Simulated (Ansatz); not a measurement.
**C3H5F2NO (SMILES CC(F)(F)C(N)=O): density, localisation and related maps**

```xyz
12

C    -0.6746    2.5287   -1.0117
C     0.5158    2.0936   -0.2027
C     0.7827    2.9895    1.0320
F     1.6453    2.1240   -0.9705
F     0.3665    0.7855    0.2022
N     1.1986    2.3154    2.1287
O     0.6424    4.1934    0.9578
H    -0.5506    3.5846   -1.2824
H    -0.7404    1.9083   -1.9163
H    -1.5934    2.4179   -0.4191
H     1.4313    2.8397    2.9636
H     1.2666    1.3064    2.1249
```

Geometry: B3LYP-D3(BJ)/def2-SVP.

These are results of isolated molecule in a Gaussian basis; Kohn-Sham density functional theory, functional PBE0 (Ansatz), not measurements.

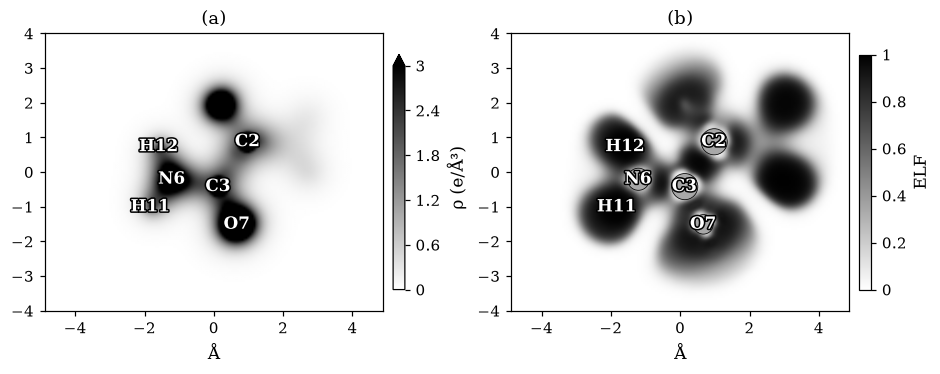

Figure 1. (a) electron density; (b) electron localisation function on the plane of atoms N6, C3 and O7. Grey discs cover the atomic cores in the ELF map.

Question: What do the fields say about this system?

Answer: The section cuts through C, N, O and H sites.
C–O (1.21 Å): the density is about 3.3 e/Å³ at the midpoint; the ELF peaks at about 0.85 between the atoms; a short, multiple covalent bond.
C–N (1.35 Å): ρ is about 2.4 e/Å³ halfway; the ELF peaks at about 0.90 between the atoms; localised, covalent bonding.
N–H (1.01 Å): the density is about 2.9 e/Å³ at the midpoint; the ELF climbs to about 1 towards the hydrogen, as it does in any bond to H (a covalent bond by its length).
C–C (1.55 Å): ρ at the midpoint is about 1.7 e/Å³; the ELF peaks at about 1 between the atoms (a shared electron pair).
The ELF also peaks beside O7 and F5, away from the bonds: lone-pair regions.

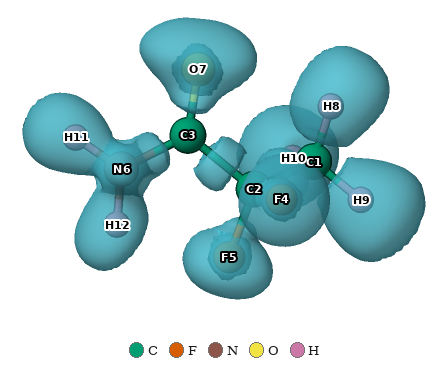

Figure 2. Isosurface of the ELF at 0.75 (cyan), seen at a tilt. Core shells and regions of very low density are left out.

Question: Describe the localisation domains.

Answer: The surface consists of two regions between bonded C–C atoms (shared pairs), three regions around hydrogen nuclei, two regions on F in which the atom's valence shell and bonds are merged, one region on O in which the atom's valence shell and bonds are merged and one joined region spread over several atoms (H, N), in which their bonds and any lone pairs are merged.

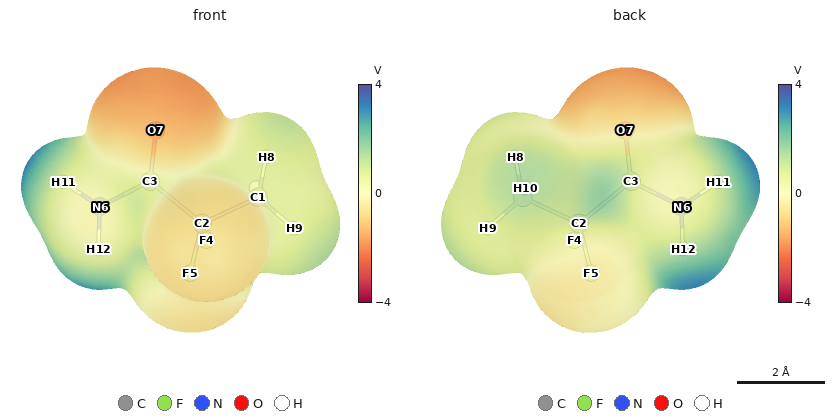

Figure 3. The electrostatic potential painted on the density surface at 0.004 e/bohr³, seen from the front and from behind; red is negative and blue positive.

Question: Where is the surface potential most negative and most positive?

Answer: The most negative region (about −1.8 V) lies over O7, the most positive (about +3.1 V) over H11 and H12. O7 is the likeliest acceptor of a hydrogen bond.
